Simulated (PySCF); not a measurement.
The calculation's input:

```
{"job": {"kind": "epr", "basis": "pcH-1"}, "charge": 0, "multiplicity": 2}
B     -1.533484     2.412981    -0.576533
C     -0.316796     1.506736    -0.634931
C     -0.195667     0.141899    -0.272655
B      1.201613    -0.504894    -0.569842
C      2.464531    -0.122674     0.284028
C     -1.236543    -0.551042     0.286569
C     -1.150120    -1.971331     0.705871
H     -1.401972     3.544364    -0.857361
H     -2.596640     2.032517    -0.262413
H      0.609679     1.931325    -1.012734
H      1.326939    -1.233784    -1.482259
H      2.964368    -1.016367     0.656738
H      3.199814     0.377435    -0.346860
H      2.258819     0.526007     1.131735
H     -2.179426    -0.056964     0.470595
H     -1.953704    -2.550420     0.247121
H     -0.190659    -2.405717     0.433775
H     -1.279512    -2.053753     1.787501
```

Launched as:

```sh
OMP_NUM_THREADS=1 python probes_run.py task.json out
```

Geometry: GFN2-xTB.

These are results of UKS B3LYP, pcH-1 on B C H, non-relativistic, mean-field spin-orbit, GIAO (PySCF 2.14.0, density-fitted response routines), not measurements.

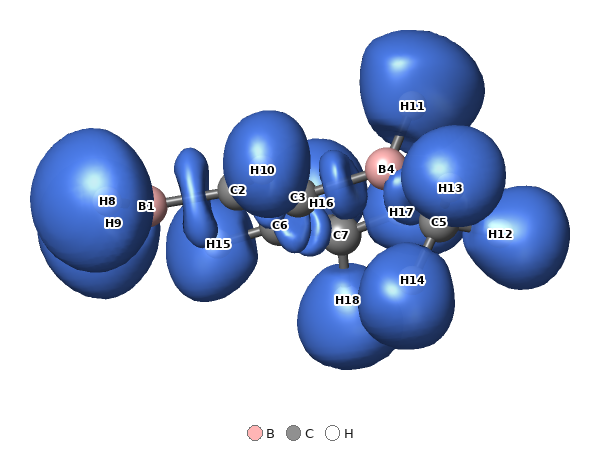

C$_{5}$H$_{11}$B$_{2}$ (SMILES B/C=C(/BC)[CH]C) (doublet). Isosurface of the ELF at 0.85 (blue), seen from one side. Core shells and regions of very low density are left out.

**What do the ELF domains correspond to?**

The surface consists of three regions between bonded B–C atoms (shared pairs), three regions between bonded C–C atoms (shared pairs) and eleven regions around hydrogen nuclei.

Values along the shortest contacts:
C–C (1.37 Å): the ELF peaks at about 0.95 between the atoms: a covalent bond. C–B (1.52 Å): the ELF peaks at about 0.95 between the atoms; localised, covalent bonding.
